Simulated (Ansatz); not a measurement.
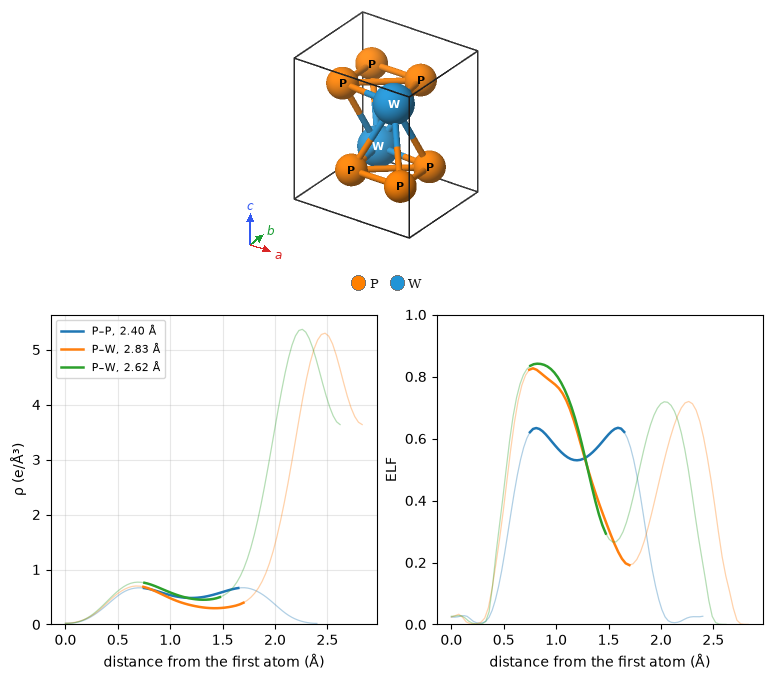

Figure 1: P3W. Valence charge density (pseudo) and electron localisation function along straight lines between neighbouring atoms. Thin, pale parts lie inside the atomic spheres. The structure is drawn too.

Space group P6₃/mmc; started from the Ni3Sn (D0_19)_194 prototype, which need not be the ambient phase.

Computed with DFT PBE, scalar-relativistic, plane waves, PAW (Ansatz).

The density is the valence pseudo-density of a PAW calculation; it isn't the true density close to the nuclei.

Input

```
crystal:
  lattice:
    - [5.6584099588, 0.0, 0.0]
    - [-2.8292049794, 4.9003267694, 0.0]
    - [0.0, 0.0, 4.4307681091]
  atoms:
    - { symbol: P, position: [0.8083607926, 0.6167215851, 0.25] }
    - { symbol: P, position: [0.1916392074, 0.8083607926, 0.75] }
    - { symbol: P, position: [0.3832784149, 0.1916392074, 0.25] }
    - { symbol: P, position: [0.1916392074, 0.3832784149, 0.75] }
    - { symbol: P, position: [0.8083607926, 0.1916392074, 0.25] }
    - { symbol: P, position: [0.6167215851, 0.8083607926, 0.75] }
    - { symbol: W, position: [0.3333333333, 0.6666666667, 0.25] }
    - { symbol: W, position: [0.6666666667, 0.3333333333, 0.75] }
basis:
  ecutwfc: 420
kpoints:
  mp_grid: { grid: [12, 12, 8] }
hamiltonian:
  xc: pbe
scf:
  occupations: { method: gaussian, width: 0.1 }
output:
  forces: true
  stress: true
  eigenvalues: true
  write_density: true
  write_potential: true
  elf: true
  volumetric_format: npy
relax:
  adjacent_minimum: "off"
  f_tol: 0.01
  max_steps: 80
  cell: { stress_tol: 0.05 }
```

Launched as:

```sh
ansatz run input.yaml --threads 1 --pin off --max-ram 2560MiB --backend cpu --events-out ev --progress --plain --runs-dir out
```

Below, planes, directions and counts refer to the conventional cell (a = 5.64 Å, b = 5.64 Å, c = 4.45 Å, α = 90.00°, β = 90.00°, γ = 120.00°).

The fields are those of the relaxed geometry.

**What can be read from the curves?**

P–P (2.40 Å): ρ is about 0.48 e/Å³ halfway; the ELF peaks at about 0.65 between the atoms.
P–W (2.83 Å): ρ at the midpoint is about 0.3 e/Å³; the ELF peaks at about 0.85 in the valence shell of P, 0.8 Å from its nucleus, and is about 0.40 at the midpoint.
P–W (2.62 Å): ρ is about 0.45 e/Å³ halfway; the ELF peaks at about 0.85 in the valence shell of P, 0.8 Å from its nucleus, and is about 0.50 at the midpoint.
